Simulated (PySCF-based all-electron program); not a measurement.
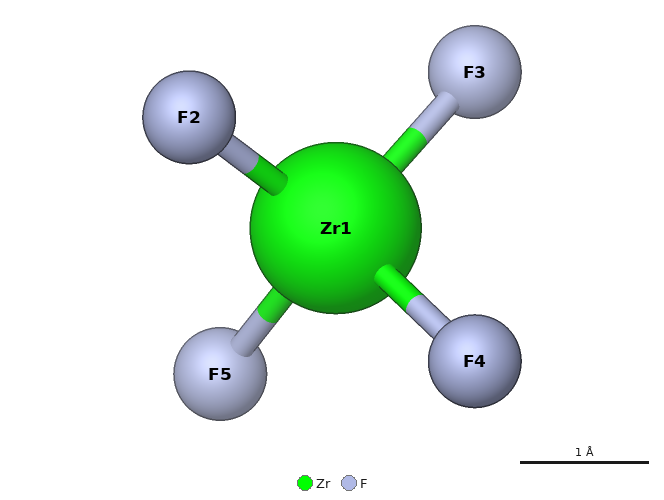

Source: calculation with PySCF-based all-electron program.

Numbered structure. The species is neutral and a spin singlet. Geometry: a fixed input geometry, not necessarily a minimum.

Q: What is the geometry at Zr1?

A: Zr1 has 4 neighbours (F2 at 1.71, F3 at 1.90, F4 at 1.90, F5 at 1.90 Å); the arrangement is tetrahedral.
